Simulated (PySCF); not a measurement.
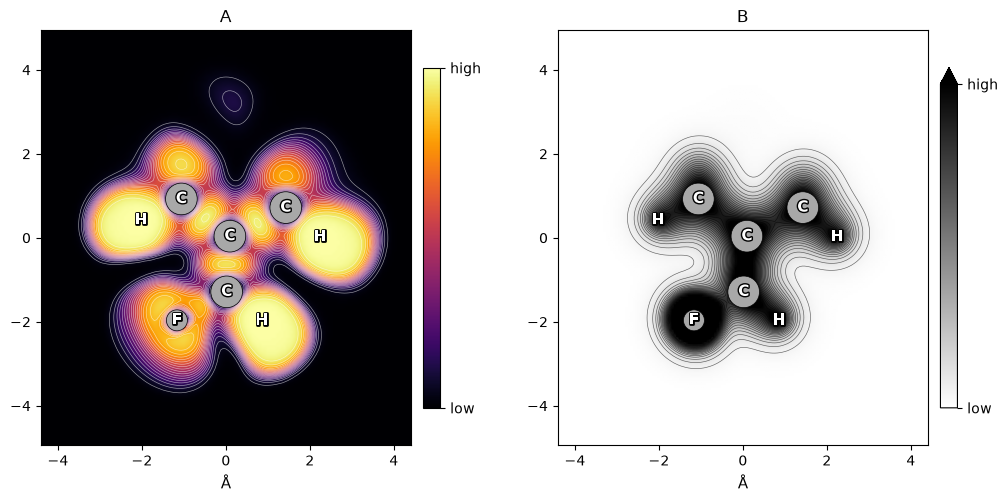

C4H6FO3S (charge −1): 2 fields on the plane of atoms C2, C3 and F4, with unlabelled colour scales. Grey discs cover the atomic cores.

Geometry: GFN2-xTB.

All numbers below come from PBE0/def2-SVPD, SCF density, gas phase (PySCF).

```
atom    x (Å)    y (Å)    z (Å)
   C   1.0819  -0.8152   0.8698
   C   0.7109   0.0270  -0.3088
   C   1.5012   1.0187  -0.7019
   F   1.2353   1.7977  -1.7905
   C  -0.5975  -0.2597  -0.8985
   S  -1.8601   0.1908   0.4091
   O  -1.8450  -0.9405   1.3389
   O  -1.3970   1.4361   1.0016
   O  -3.1028   0.3034  -0.3454
   H   1.3532  -1.8209   0.5437
   H   1.9117  -0.3869   1.4278
   H   0.1970  -0.8920   1.5027
   H   2.4258   1.3184  -0.2315
   H  -0.8351   0.3445  -1.7658
   H  -0.7839  -1.3134  -1.0734
```

Which field does each panel show? The fields are: electron density and electron localisation function.

Answer. Panel A: electron localisation function. Panel B: electron density. From the grid: C–C (1.33 Å): ρ at the midpoint is about 2.3 e/Å³; the ELF peaks at about 0.90 between the atoms (a multiple bond). C–F (1.36 Å): ρ is about 2.1 e/Å³ halfway, with its minimum of 1.6 e/Å³ about 0.5 Å from C; the ELF peaks at about 0.85 between the atoms; a shared but strongly polarised pair.
